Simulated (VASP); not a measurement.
Band structure of NbC (rock salt). Calculation: AM05 GGA, VASP's PBE PAW potentials (set 64) (plane waves; VASP).

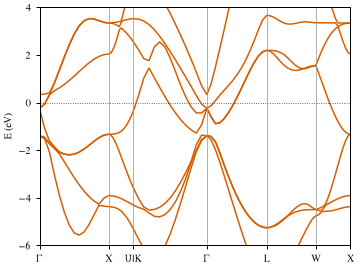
Figure. Bands along high-symmetry lines, zero at the valence-band maximum or, without a gap, the Fermi level

Read the plot: is there a gap, and where are the band edges?

It has no gap at this level: it comes out as a metal or semimetal. (Edges off the drawn lines would not show.)

The compound is NbC in the rock salt structure. It was relaxed first. The electron count is odd and the run is not spin-polarised, which forces a metal.
